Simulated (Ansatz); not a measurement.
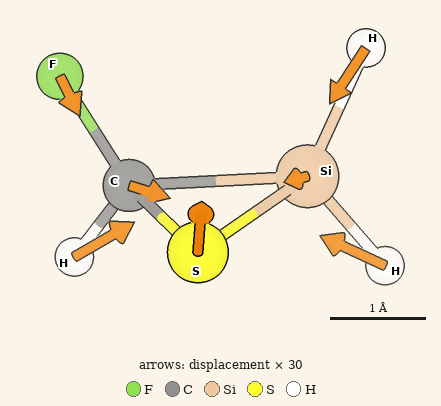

This is a relaxation of CH3FSSi. The starting structure is drawn; orange arrows show the displacements, magnified 30 times. The two geometries are superimposed by the best rigid fit.

A ball-and-stick model, seen at a tilt.

The start comes from PBE-D4/def2-SVP.

All numbers below come from Ansatz, RKS PBE0-D4/def2-TZVP.

The input:
```yaml
crystal:
  periodic: [false, false, false]
  atoms:
    - {symbol: F, position_ang: [-1.920356, 0.107866, 0.446735]}
    - {symbol: C, position_ang: [-0.828774, 0.143444, -0.378847]}
    - {symbol: Si, position_ang: [0.890856, -0.021815, 0.360165]}
    - {symbol: S, position_ang: [-0.083214, -1.522292, -0.795500]}
    - {symbol: H, position_ang: [-1.046382, 0.746791, -1.281930]}
    - {symbol: H, position_ang: [0.982879, -0.212322, 1.840723]}
    - {symbol: H, position_ang: [2.066190, 0.690328, -0.237045]}
basis:
  gaussian: {orbitals: def2-TZVP}
hamiltonian: {xc: pbe0, dispersion: d4}
relax: {f_tol: 0.005, max_steps: 150}
```

Launched with:
```bash
ansatz run in.yaml --threads 2 --pin off --events-out ev --progress --plain --max-ram 4352MiB
```

> Describe the change and its energy.

After 5 geometry steps the energy has fallen by 3.65 kJ/mol. Largest force component: 0.76 eV/Å at the start, 0.002 eV/Å at the end. The atom that moves furthest after the best rigid fit is S4 (0.031 Å). By element the largest moves are S 0.031 Å, H 0.027 Å, F 0.016 Å, C 0.016 Å, Si 0.010 Å. Some distances before and after: Si3–S4 2.130 → 2.095 Å, C2–S4 1.872 → 1.839 Å, C2–Si3 1.879 → 1.856 Å, C2–H5 1.108 → 1.087 Å.
